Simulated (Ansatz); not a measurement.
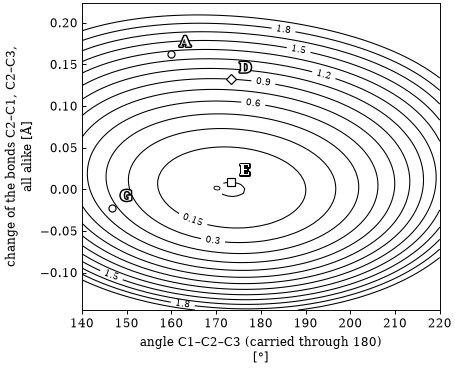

C3H4N, SMILES [CH-]=C=CN, charge −1. 
- Coordinates scanned: (1) angle C1–C2–C3 (carried through 180); (2) change of the bonds C2–C1, C2–C3, all alike.
- Nothing is relaxed (all other coordinates rigid).
- Grid: 13 × 13 points.
- Points are written as (first, second).
- Energies are in eV, from the lowest grid point.
- Level of theory: Ansatz 0.2.0, RKS PBE0-D4/def2-SVPD.

Drawn: contour lines labelled in eV (none above 1.95), lettered points. Between grid points the surface is interpolated.

Q: What kind of point is each of A, D, E, G: minimum, saddle, maximum or slope?

A: A: on a slope; D: on a slope; E: minimum; G: on a slope. (In these two coordinates alone; a stationary point may lie a little off the grid point.)

Q: Rank the lettered points by energy, lowest first.

A: E (0.00 eV), G (0.49 eV), D (0.90 eV), A (1.31 eV).
